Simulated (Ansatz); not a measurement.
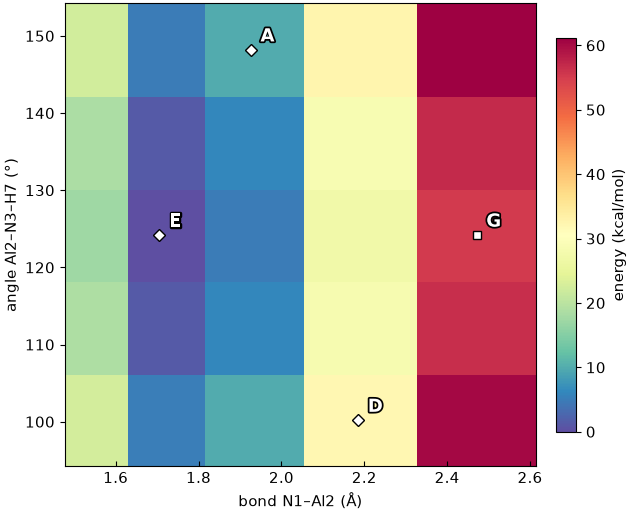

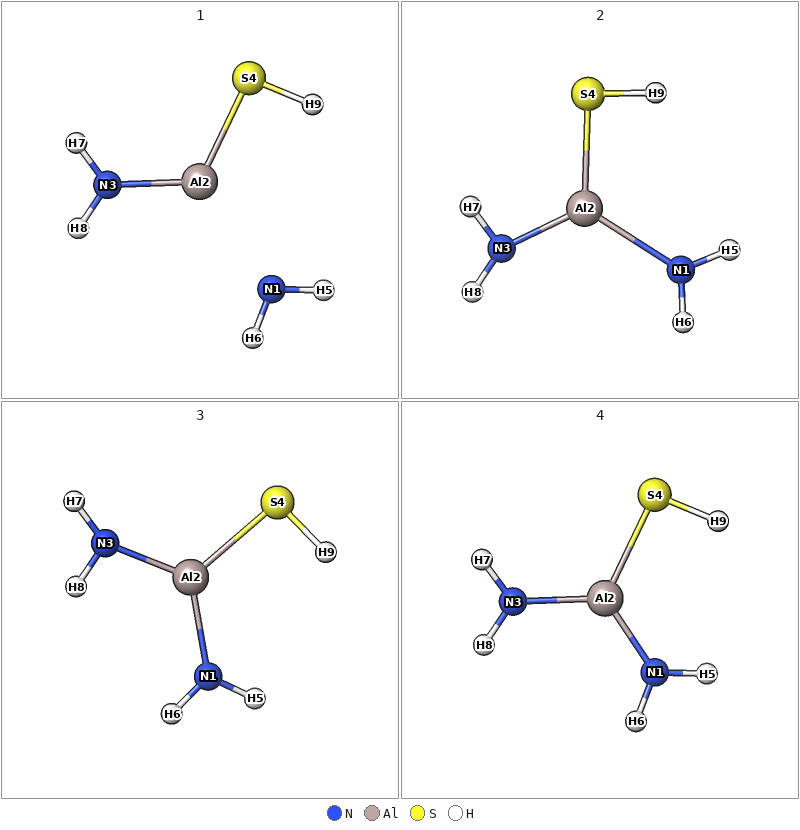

AlH₅N₂S, SMILES [NH2][Al]([NH2])[SH]. Two internal coordinates are moved rigidly from the geometry relaxed at PBE0-D4/def2-TZVP, all others fixed. Coordinates scanned: (1) bond N1–Al2; (2) angle Al2–N3–H7. The grid has 5 × 5 points. Points are written as (first, second). Energies are in kcal/mol, from the lowest grid point. Method: RKS PBE0-D4/def2-TZVPP in Ansatz 0.2.0.

In the figure: one coloured cell a grid point, lettered points. The numbered pictures are the structures at these points, in random order.

### Which structure belongs to which point?

A is structure 3: (1.926 Å, 148.2°), 10.0 kcal/mol; D is structure 2: (2.185 Å, 100.2°), 32.1 kcal/mol; E is structure 4: (1.705 Å, 124.2°), 0.0 kcal/mol; G is structure 1: (2.471 Å, 124.2°), 55.4 kcal/mol.
